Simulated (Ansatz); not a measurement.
# GeSi2N2H10: geometry relaxation (part 2 of 3)

Continued. System: GeSi2N2H10. Method: RKS BHLYP-D4/def2-SVP (Ansatz 0.2.0). It belongs to a series of runs on one base structure; here: end point B relaxed.

Geometry of the input (Å):
```
N  -0.0492  2.3113  1.1379
Si -0.5716  0.6609  1.4616
Si 0.8548  -0.7175  0.4660
N  1.0670  -0.3488  -1.2758
Ge -0.5323  -1.0653  -2.1042
H  -0.7553  2.7300  0.3971
H  0.8767  2.3272  0.6881
H  -1.8784  0.4330  0.9270
H  -0.5571  0.4464  2.9562
H  2.2111  -0.5116  1.1142
H  0.4695  -2.1159  0.7152
H  1.8219  -0.8978  -1.6245
H  -1.8389  -0.2737  -1.6016
H  -0.6906  -2.5551  -1.7366
H  -0.4200  -0.9005  -3.6184
```

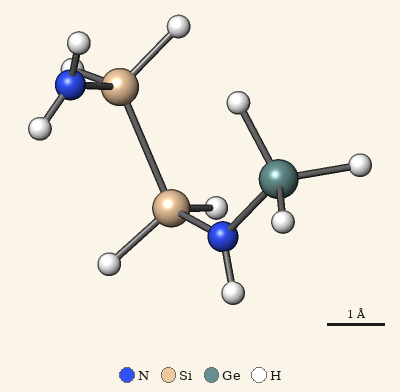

*The geometry at step 14 of the log (ball-and-stick view, seen at a tilt).*

### Trajectory as extended XYZ, continued
```
15
Properties=species:S:1:pos:R:3:forces:R:3 step=4 energy=-75401.02484
N    -0.1143    2.3753    1.1135    0.2812  -0.6211   0.0857
Si   -0.5538    0.7312    1.5409    0.0016   0.2138  -0.2010
Si    0.9313   -0.8006    0.5298   -0.0842   0.1085  -0.4607
N     0.8995   -0.5592   -1.2284    0.2114  -0.3878   0.6527
Ge   -0.5591   -1.1280   -2.1962    0.0625  -0.0680  -0.1705
H    -0.7256    2.8124    0.4536   -0.3152   0.2420  -0.1956
H     0.8308    2.4964    0.7779   -0.0172   0.0679   0.1323
H    -1.9422    0.4966    1.0529    0.0838   0.0070   0.0568
H    -0.5643    0.5185    3.0090    0.0399  -0.0061   0.0107
H     2.3156   -0.5408    0.9981    0.0302   0.0200  -0.0235
H     0.5959   -2.2106    0.9049    0.0257   0.1087   0.0287
H     1.7771   -0.8311   -1.6657   -0.2491   0.1657   0.0610
H    -1.7693   -0.3278   -1.7304   -0.0681   0.0592   0.0367
H    -0.8364   -2.6288   -1.9775   -0.0073   0.0664  -0.0163
H    -0.2777   -0.8809   -3.6801    0.0046   0.0239   0.0030
15
Properties=species:S:1:pos:R:3:forces:R:3 step=5 energy=-75401.09517
N    -0.1644    2.3095    0.9985    0.2291  -0.1279  -0.0302
Si   -0.5425    0.6971    1.5368    0.0023   0.1421  -0.1056
Si    0.9406   -0.8344    0.5627    0.0819  -0.0070   0.0108
N     0.8908   -0.6548   -1.1699    0.1190  -0.1318  -0.0301
Ge   -0.5707   -1.0825   -2.1927    0.0118  -0.0618  -0.1401
H    -0.7511    2.7087    0.2846   -0.0064   0.0377   0.0114
H     0.8049    2.5476    0.8199   -0.3136  -0.0443   0.0787
H    -1.9404    0.4082    1.1260    0.0140   0.0338   0.0002
H    -0.4857    0.5628    3.0135    0.0313   0.0257   0.0383
H     2.3297   -0.5228    0.9897    0.0060  -0.0054   0.0224
H     0.6364   -2.2247    1.0113    0.0381  -0.0057   0.0212
H     1.7695   -0.8230   -1.6459   -0.1536   0.0568   0.0976
H    -1.7449   -0.2168   -1.7381   -0.0341  -0.0071   0.0418
H    -0.9354   -2.5737   -2.0390   -0.0340   0.1158  -0.0429
H    -0.2294   -0.7787   -3.6552    0.0081  -0.0207   0.0266
15
Properties=species:S:1:pos:R:3:forces:R:3 step=6 energy=-75401.12255
N    -0.2192    2.2664    0.9132    0.0377   0.0093  -0.0449
Si   -0.5303    0.6747    1.5173   -0.0153   0.1445   0.0521
Si    0.9665   -0.8805    0.5899   -0.0544  -0.0367  -0.0575
N     0.8974   -0.7762   -1.1434    0.0336  -0.0056  -0.0235
Ge   -0.5707   -1.0533   -2.2034    0.0662   0.0126  -0.0211
H    -0.8248    2.6912    0.2311    0.0156  -0.0543   0.0397
H     0.7192    2.6239    0.8405   -0.0558  -0.0127  -0.0044
H    -1.9480    0.3759    1.1938    0.0393  -0.0521  -0.0302
H    -0.3916    0.6224    2.9959   -0.0018  -0.0240   0.0443
H     2.3545   -0.5392    0.9945    0.0134   0.0294   0.0178
H     0.6957   -2.2593    1.0874    0.0075  -0.0060   0.0708
H     1.7804   -0.8623   -1.6225   -0.0248  -0.0300  -0.0264
H    -1.6899   -0.1292   -1.7223   -0.0308   0.0223   0.0021
H    -1.0606   -2.5059   -2.1260   -0.0274  -0.0171  -0.0116
H    -0.1710   -0.7259   -3.6436   -0.0030   0.0204  -0.0071
15
Properties=species:S:1:pos:R:3:forces:R:3 step=7 energy=-75401.02962 accepted=F
N    -0.2305    2.2403    0.8784    0.0226   0.2269   0.1316
Si   -0.4943    0.6936    1.5868   -0.1760  -0.7188  -0.6045
Si    0.9501   -0.8778    0.5952    0.3974   0.2573   0.6663
N     0.8917   -0.8379   -1.1431   -0.0583  -0.1364   0.0412
Ge   -0.5726   -1.0031   -2.2290   -0.2502  -0.0108   0.0156
H    -0.8526    2.5935    0.1736   -0.0496   0.0129   0.0129
H     0.6942    2.6239    0.7785   -0.0242  -0.0123   0.0059
H    -1.8370    0.2217    1.1313   -0.0802   0.3244   0.3528
H    -0.3795    0.6408    3.0804   -0.0612   0.0996  -0.2858
H     2.3074   -0.4201    1.0163    0.0898  -0.1962  -0.1823
H     0.7419   -2.2134    1.2538    0.0359   0.0802  -0.3052
H     1.7553   -1.0316   -1.6299    0.0140   0.0054   0.1570
H    -1.6599   -0.0557   -1.7078    0.0425  -0.0108  -0.0268
H    -1.1471   -2.4353   -2.2287    0.0703   0.0930  -0.0281
H    -0.1594   -0.6163   -3.6537    0.0271  -0.0145   0.0493
15
Properties=species:S:1:pos:R:3:forces:R:3 step=9 energy=-75401.14303
N    -0.2594    2.2416    0.8592   -0.0132   0.0181  -0.0345
Si   -0.5193    0.6668    1.5193    0.0179   0.0004  -0.0062
Si    0.9912   -0.8900    0.6114    0.0015   0.0011   0.0043
N     0.9110   -0.8626   -1.1254    0.0554  -0.0393  -0.0561
Ge   -0.5649   -0.9959   -2.2050    0.0103  -0.0175   0.0242
H    -0.9192    2.6534    0.2221    0.0135  -0.0177   0.0314
H     0.6610    2.6304    0.7442   -0.0267  -0.0168  -0.0050
H    -1.9253    0.3053    1.2127    0.0026  -0.0036   0.0050
H    -0.3605    0.6396    2.9995   -0.0059   0.0015  -0.0150
H     2.3757   -0.4985    0.9913   -0.0064  -0.0036  -0.0041
H     0.7587   -2.2432    1.1981    0.0106   0.0191   0.0007
H     1.7810   -1.0568   -1.6022   -0.0973   0.0005   0.0443
H    -1.6334   -0.0324   -1.6811    0.0228   0.0056   0.0000
H    -1.1514   -2.4187   -2.2159    0.0144   0.0400  -0.0066
H    -0.1376   -0.6164   -3.6261    0.0006   0.0121   0.0175
15
Properties=species:S:1:pos:R:3:forces:R:3 step=10 energy=-75401.15214
N    -0.2966    2.2173    0.8072   -0.0200   0.0146  -0.0570
Si   -0.5111    0.6561    1.5118    0.0100  -0.0246  -0.0207
Si    1.0136   -0.9016    0.6266    0.0290  -0.0212   0.0016
N     0.9230   -0.9371   -1.1108   -0.3693   0.0522   0.1212
Ge   -0.5585   -0.9503   -2.1996    0.0484  -0.0364   0.0915
H    -1.0030    2.6286    0.2211    0.0407  -0.0170   0.0525
H     0.6074    2.6320    0.6562   -0.0515  -0.0383   0.0025
H    -1.9133    0.2550    1.2329    0.0149   0.0114   0.0208
H    -0.3309    0.6562    2.9920   -0.0091   0.0103  -0.0480
H     2.3961   -0.4787    0.9868   -0.0273  -0.0172  -0.0089
H     0.8067   -2.2353    1.2744    0.0109   0.0747  -0.0513
H     1.7697   -1.2027   -1.5794    0.2089  -0.0846  -0.1300
H    -1.5719    0.0561   -1.6372    0.0610  -0.0735  -0.0157
H    -1.2169   -2.3469   -2.2776    0.0598   0.1654   0.0097
H    -0.1068   -0.5263   -3.6023   -0.0065  -0.0158   0.0320
15
Properties=species:S:1:pos:R:3:forces:R:3 step=11 energy=-75401.15201 accepted=F
N    -0.3433    2.1894    0.7483   -0.1104   0.0680  -0.1831
Si   -0.5027    0.6424    1.5012   -0.0369  -0.0015  -0.0444
Si    1.0418   -0.9106    0.6441    0.1000  -0.0807  -0.0031
N     0.9425   -1.0047   -1.0920   -0.0103  -0.1512  -0.2738
Ge   -0.5433   -0.8792   -2.1867    0.0916  -0.1714   0.2293
H    -1.1083    2.5923    0.2248    0.2516  -0.0839   0.1718
H     0.5438    2.6081    0.5150   -0.1649  -0.0851   0.0385
H    -1.8989    0.1968    1.2501    0.0443   0.0204   0.0431
H    -0.3073    0.6725    2.9808   -0.0047   0.0225  -0.0774
H     2.4220   -0.4614    0.9904   -0.0587  -0.0271  -0.0061
H     0.8577   -2.2261    1.3470    0.0059   0.1554  -0.1185
H     1.7655   -1.3878   -1.5562   -0.3988   0.1740   0.1962
H    -1.5005    0.1515   -1.5603    0.1480  -0.1218  -0.0877
H    -1.2907   -2.2367   -2.3287    0.1675   0.2918   0.0322
H    -0.0708   -0.4239   -3.5755   -0.0241  -0.0095   0.0829
15
Properties=species:S:1:pos:R:3:forces:R:3 step=12 energy=-75401.16160
N    -0.3188    2.2025    0.7791   -0.0198  -0.0588  -0.0448
Si   -0.5125    0.6462    1.5012    0.0021   0.0491  -0.0022
Si    1.0270   -0.9014    0.6310    0.0317  -0.0209  -0.0195
N     0.9383   -0.9475   -1.1044   -0.0401  -0.0342  -0.0135
Ge   -0.5439   -0.9125   -2.1832   -0.0057  -0.0316   0.0207
H    -1.0544    2.6221    0.2382    0.0254   0.0125   0.0267
H     0.5805    2.6011    0.5724   -0.0267  -0.0081  -0.0058
H    -1.9146    0.2324    1.2453    0.0102  -0.0127   0.0074
H    -0.3220    0.6629    2.9780   -0.0010  -0.0036  -0.0048
H     2.4066   -0.4778    0.9949   -0.0107  -0.0018   0.0141
H     0.8188   -2.2313    1.2786    0.0061   0.0300  -0.0071
H     1.7649   -1.2946   -1.5701   -0.0336   0.0225   0.0221
H    -1.5358    0.0966   -1.5984    0.0445  -0.0091  -0.0056
H    -1.2303   -2.2879   -2.2749    0.0158   0.0518   0.0004
H    -0.0962   -0.4882   -3.5855    0.0018   0.0148   0.0119
15
Properties=species:S:1:pos:R:3:forces:R:3 step=14 energy=-75401.17411
N    -0.3622    2.1298    0.6606   -0.3361   0.0719  -0.2131
Si   -0.5158    0.6168    1.4804    0.0720   0.1382   0.0645
Si    1.0578   -0.9226    0.6602   -0.0437  -0.0405  -0.0955
N     0.9465   -1.0135   -1.0712    0.0087  -0.0243  -0.0587
Ge   -0.5256   -0.8314   -2.1536    0.0385  -0.0562   0.0382
H    -1.1684    2.6083    0.2722    0.4542  -0.1634   0.1959
H     0.5163    2.5177    0.3559   -0.1769  -0.0463   0.0335
H    -1.9197    0.1635    1.3023    0.0541  -0.0144  -0.0263
H    -0.2856    0.6998    2.9507   -0.0214   0.0157   0.0022
H     2.4341   -0.4820    1.0159   -0.0172   0.0349   0.0074
H     0.8701   -2.2354    1.3431   -0.0104   0.0071   0.0084
H     1.7515   -1.4075   -1.5400   -0.0910   0.0341   0.0304
H    -1.4488    0.2122   -1.5229    0.0395  -0.0215  -0.0228
H    -1.2954   -2.1548   -2.3140    0.0190   0.0413   0.0138
H    -0.0472   -0.3783   -3.5375    0.0108   0.0233   0.0220
15
Properties=species:S:1:pos:R:3:forces:R:3 step=15 energy=-75401.17777
N    -0.3781    2.0927    0.6152   -0.4254   0.1333  -0.1904
Si   -0.5009    0.6122    1.4997   -0.0317   0.1571  -0.0993
Si    1.0560   -0.9344    0.6634    0.0696   0.0226  -0.0080
N     0.9459   -1.0414   -1.0668   -0.0248  -0.0155  -0.0363
Ge   -0.5153   -0.8065   -2.1554    0.0141  -0.0322   0.0591
H    -1.2056    2.6011    0.3097    0.6103  -0.2313   0.1881
H     0.4865    2.4800    0.2694   -0.2292  -0.0533   0.0696
H    -1.8927    0.1195    1.3288    0.0183   0.0159   0.0241
H    -0.2817    0.7576    2.9687    0.0208  -0.0446  -0.0487
H     2.4240   -0.4669    1.0171    0.0173  -0.0253   0.0002
H     0.8759   -2.2409    1.3598    0.0004   0.0093  -0.0049
H     1.7434   -1.4559   -1.5330   -0.1263   0.0595   0.0690
H    -1.4166    0.2485   -1.5135    0.0417  -0.0280  -0.0228
H    -1.3184   -2.1077   -2.3353    0.0413   0.0369  -0.0100
H    -0.0149   -0.3354   -3.5256    0.0037  -0.0044   0.0103
15
Properties=species:S:1:pos:R:3:forces:R:3 step=16 energy=-75401.18182
N    -0.3919    2.0515    0.5176    0.0439  -0.0418  -0.0189
Si   -0.5175    0.6067    1.4386   -0.0820  -0.1776  -0.0188
Si    1.0803   -0.9259    0.6635   -0.0270   0.0254  -0.0385
N     0.9514   -1.0572   -1.0608    0.0859  -0.1020  -0.0571
Ge   -0.5264   -0.8051   -2.1181   -0.0147   0.1769   0.1650
H    -1.1652    2.6760    0.3847   -0.0220   0.1121   0.0144
H     0.4905    2.4620    0.2808    0.0893   0.1301  -0.0390
H    -1.8904    0.0939    1.2045   -0.0231  -0.0340   0.1361
H    -0.3406    0.7472    2.9103   -0.0225   0.0300   0.0419
H     2.4431   -0.4487    1.0161    0.0441   0.0016   0.0007
H     0.9034   -2.2208    1.3813    0.0051   0.0073   0.0096
H     1.7267   -1.5028   -1.5306   -0.0244   0.0109   0.0332
H    -1.3755    0.2229   -1.3656   -0.0461  -0.1306  -0.2221
H    -1.3099   -2.1058   -2.3405   -0.0240  -0.0219   0.0026
H    -0.0705   -0.2715   -3.4796    0.0176   0.0138  -0.0091
15
Properties=species:S:1:pos:R:3:forces:R:3 step=17 energy=-75401.17645 accepted=F
N    -0.4079    2.0683    0.5363   -0.3075  -0.0002  -0.0850
Si   -0.5378    0.6021    1.4480    0.0383   0.2412   0.1293
Si    1.0758   -0.9098    0.6391    0.0260  -0.1855  -0.0435
N     0.9452   -1.1357   -1.0776   -0.1404   0.1987   0.1821
Ge   -0.5024   -0.8146   -2.1609    0.1141  -0.1189  -0.0724
H    -1.1721    2.7233    0.4685    0.1174  -0.0876   0.0580
H     0.4668    2.5001    0.2892   -0.0058  -0.1238   0.0662
H    -1.9445    0.1022    1.3968    0.1815   0.0474  -0.2634
H    -0.3179    0.7690    2.9138    0.1537  -0.0399   0.0209
H     2.4534   -0.4355    0.9603   -0.0992   0.0745   0.0136
H     0.9163   -2.1780    1.4036   -0.0006  -0.0278   0.0366
H     1.7225   -1.6013   -1.5238   -0.0739   0.0258  -0.0120
H    -1.4062    0.2102   -1.4905    0.0191   0.0258   0.0681
H    -1.2991   -2.1042   -2.4034   -0.0123  -0.0144  -0.0587
H     0.0154   -0.2734   -3.4971   -0.0106  -0.0152  -0.0400
15
Properties=species:S:1:pos:R:3:forces:R:3 step=19 energy=-75401.21104
N    -0.3990    2.0702    0.5292   -0.1692   0.2074  -0.0921
Si   -0.5301    0.6160    1.4491    0.0189  -0.0068   0.0387
Si    1.0603   -0.9134    0.6497    0.0146  -0.0244  -0.0454
N     0.9332   -1.0946   -1.0708   -0.0602   0.0453   0.0750
Ge   -0.5169   -0.8423   -2.1667    0.0345  -0.0031  -0.0097
H    -1.1264    2.7711    0.5426    0.1232  -0.1440   0.0270
H     0.4902    2.4822    0.3021    0.0164  -0.0628   0.0314
H    -1.9202    0.1131    1.3049    0.0233   0.0081  -0.0108
H    -0.3029    0.7645    2.9163    0.0113  -0.0103   0.0098
H     2.4231   -0.4163    0.9868   -0.0095   0.0064  -0.0061
H     0.9057   -2.1939    1.3975   -0.0059   0.0058   0.0079
H     1.7183   -1.5376   -1.5239    0.0065  -0.0092  -0.0083
H    -1.4432    0.1599   -1.4879   -0.0068  -0.0082  -0.0075
H    -1.2714   -2.1574   -2.4180    0.0046   0.0000  -0.0114
H    -0.0131   -0.2986   -3.5089   -0.0017  -0.0042   0.0013
15
Properties=species:S:1:pos:R:3:forces:R:3 step=20 energy=-75401.17688 accepted=F
N    -0.4416    2.0766    0.4794    0.2321  -0.2178   0.2712
Si   -0.4991    0.6493    1.4615   -0.1046  -0.2458  -0.1532
Si    1.0499   -0.9004    0.6552   -0.0616   0.1647   0.3170
N     0.8886   -1.0964   -1.0458    0.1872  -0.2103  -0.3839
Ge   -0.5082   -0.8641   -2.2040   -0.3211   0.1865   0.1185
H    -1.0932    2.8141    0.6824   -0.0393   0.1850  -0.0679
H     0.4759    2.4433    0.2928    0.0237   0.2236  -0.0920
H    -1.8579    0.1064    1.2929   -0.2505  -0.0883   0.1502
H    -0.2559    0.7766    2.9311   -0.0195   0.1541  -0.0695
H     2.4115   -0.3925    0.9649    0.0970  -0.0742  -0.0080
H     0.8725   -2.1548    1.4455    0.0548   0.0135  -0.0542
H     1.6620   -1.5695   -1.4892    0.0865  -0.0172   0.0273
H    -1.4903    0.0904   -1.5282    0.0050  -0.0264  -0.0573
H    -1.2209   -2.1872   -2.5207    0.0463  -0.0449  -0.0018
H     0.0142   -0.2693   -3.5155    0.0641  -0.0025   0.0037
15
Properties=species:S:1:pos:R:3:forces:R:3 step=21 energy=-75401.21579
N    -0.4055    2.0484    0.4951   -0.0426   0.0229   0.0155
Si   -0.5309    0.6206    1.4631    0.0082   0.0033  -0.0176
Si    1.0488   -0.9136    0.6597   -0.0052  -0.0228   0.0036
N     0.9177   -1.0825   -1.0593    0.0024   0.0009   0.0087
Ge   -0.5193   -0.8411   -2.1732   -0.0091   0.0001  -0.0101
H    -1.0933    2.7809    0.5653    0.0316  -0.0123  -0.0057
H     0.4973    2.4234    0.2561   -0.0053  -0.0033   0.0076
H    -1.9220    0.1149    1.3470    0.0085   0.0045   0.0045
H    -0.2807    0.8011    2.9235    0.0025   0.0060  -0.0061
H     2.4116   -0.4164    0.9934    0.0068   0.0034  -0.0031
H     0.8960   -2.1963    1.4031   -0.0025  -0.0014   0.0067
H     1.7113   -1.5114   -1.5126   -0.0058  -0.0004   0.0010
H    -1.4874    0.1183   -1.4914   -0.0059  -0.0147   0.0030
H    -1.2304   -2.1703   -2.4755    0.0123   0.0054   0.0027
H    -0.0056   -0.2534   -3.4922    0.0042   0.0083  -0.0107
15
Properties=species:S:1:pos:R:3:forces:R:3 step=23 energy=-75401.22017
N    -0.4128    2.0421    0.4601    0.0246   0.0028   0.0132
Si   -0.5185    0.6415    1.4724   -0.0150   0.0070  -0.0085
Si    1.0318   -0.9245    0.6708   -0.0083   0.0063   0.0100
N     0.9103   -1.0785   -1.0503   -0.0173  -0.0304  -0.0353
Ge   -0.5170   -0.8415   -2.1812   -0.0182   0.0302  -0.0029
H    -1.0741    2.7962    0.5542    0.0136  -0.0188  -0.0066
H     0.4944    2.3946    0.2005   -0.0316   0.0021  -0.0033
H    -1.9137    0.1362    1.4135    0.0142   0.0145  -0.0013
H    -0.2255    0.8670    2.9191    0.0000  -0.0035  -0.0126
H     2.4040   -0.4583    1.0141   -0.0075  -0.0087  -0.0081
H     0.8451   -2.2063    1.4092    0.0013   0.0051  -0.0031
H     1.7020   -1.5201   -1.4958   -0.0070   0.0179   0.0055
H    -1.5699   -0.0173   -1.4413    0.0561  -0.0413  -0.0431
H    -1.1241   -2.1949   -2.5979    0.0433   0.0579   0.0013
H    -0.0246   -0.1136   -3.4452   -0.0483  -0.0411   0.0948
```
